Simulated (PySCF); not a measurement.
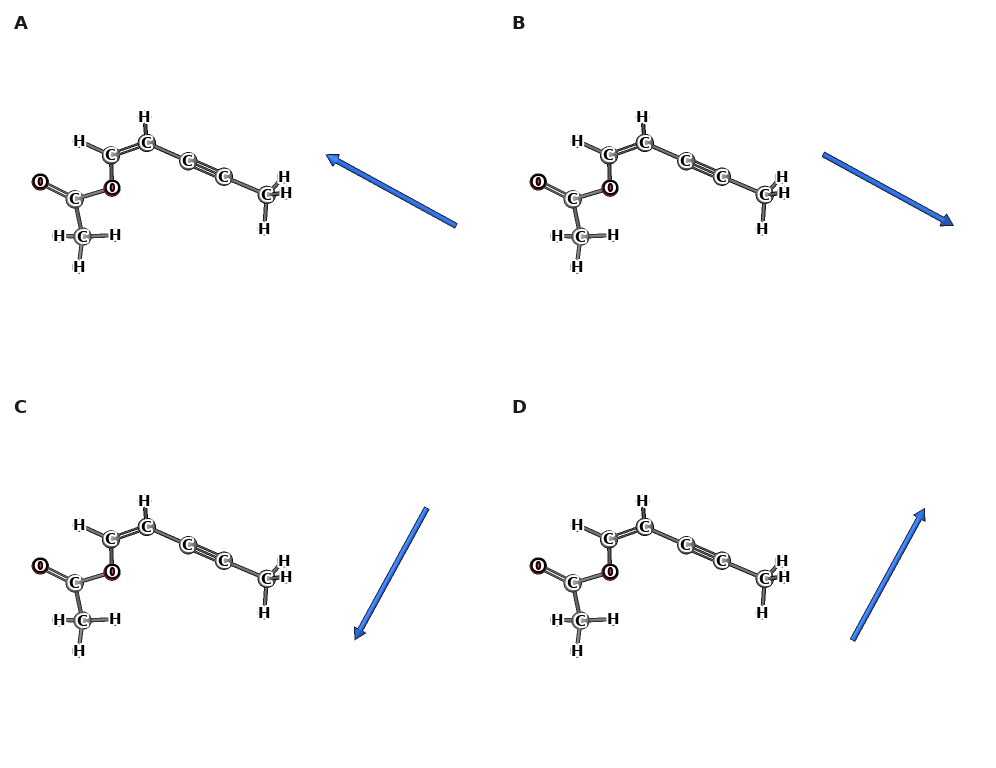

The same molecule four times, each with an arrow. Computed geometry: GFN2-xTB optimisation. No frequency run is at hand to confirm it as a minimum. Properties computed with CAM-B3LYP/def2-SVPD, gas phase (PySCF 2.14.0).

Which arrow points along the dipole moment, from the negative to the positive end?

Answer. B. The dipole moment is 2.63 D.
